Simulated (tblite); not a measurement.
Scan of BF2, doublet: map of symmetric stretch and bend. Scanned: B-F bond length and F-B-F angle.

Cartesian coordinates as functions of the variables (Å; names that start with a are angles):
```
B  0  0  0
F  r*sin(a/2)  0  r*cos(a/2)
F  -r*sin(a/2)  0  r*cos(a/2)
```

Method: GFN2-xTB, 300 K electronic temperature (tblite).

Energy in kJ/mol above the lowest grid point; x is the B-F bond length (Å), y the F-B-F angle (°).

| y \ x | 1.11 | 1.20 | 1.26 | 1.33 | 1.40 | 1.46 | 1.53 | 1.59 | 1.66 | 1.72 | 1.77 |
|---|---|---|---|---|---|---|---|---|---|---|---|
| 180 | 596.9 | 306.5 | 224.3 | 193.9 | 206.7 | 238.4 | 289.4 | 339.7 | 402.0 | 453.0 | 492.1 |
| 173.95 | 589.3 | 299.6 | 217.5 | 186.9 | 199.1 | 229.6 | 278.1 | 324.9 | 381.1 | 428.9 | 468.1 |
| 165.32 | 552.9 | 267.1 | 186.4 | 156.5 | 168.5 | 198.4 | 246.1 | 292.9 | 350.4 | 400.5 | 442.0 |
| 156.68 | 501.3 | 222.3 | 144.8 | 117.8 | 132.1 | 163.8 | 213.9 | 262.8 | 323.2 | 375.9 | 419.7 |
| 148.04 | 448.0 | 176.7 | 103.3 | 80.2 | 97.9 | 132.4 | 185.4 | 236.9 | 300.2 | 355.3 | 401.0 |
| 139.41 | 401.6 | 136.8 | 67.1 | 47.8 | 68.9 | 105.9 | 161.8 | 215.6 | 281.4 | 338.6 | 385.9 |
| 130.77 | 367.5 | 106.3 | 39.1 | 22.5 | 46.2 | 85.3 | 143.4 | 199.1 | 266.9 | 325.7 | 374.3 |
| 122.14 | 350.7 | 88.5 | 21.5 | 5.9 | 30.9 | 71.2 | 130.7 | 187.6 | 256.8 | 316.7 | 366.2 |
| 113.50 | 357.3 | 87.4 | 17.5 | 0.0 | 24.2 | 64.4 | 124.3 | 181.5 | 251.3 | 311.8 | 361.8 |
| 104.86 | 397.3 | 109.6 | 32.0 | 8.5 | 28.8 | 67.0 | 125.3 | 181.9 | 251.3 | 311.6 | 361.6 |
| 96.23 | 487.7 | 167.2 | 74.5 | 38.2 | 49.8 | 82.7 | 136.8 | 190.8 | 258.2 | 317.4 | 366.6 |
| 85 | 735.3 | 334.7 | 203.5 | 133.4 | 120.2 | 137.4 | 178.1 | 223.6 | 283.8 | 338.5 | 384.8 |

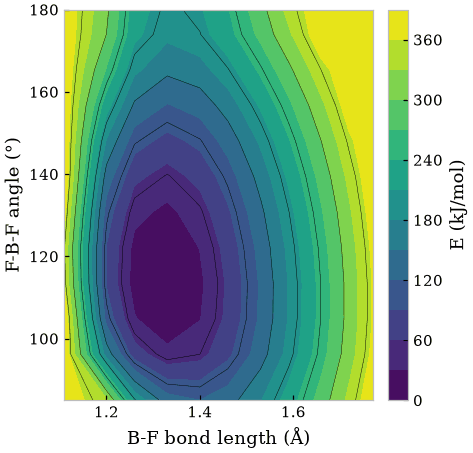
Energy surface, cut off at 382 kJ/mol.

Points that lie below all their neighbours on the grid: x = 1.33, y = 113.50 (0.0 kJ/mol).
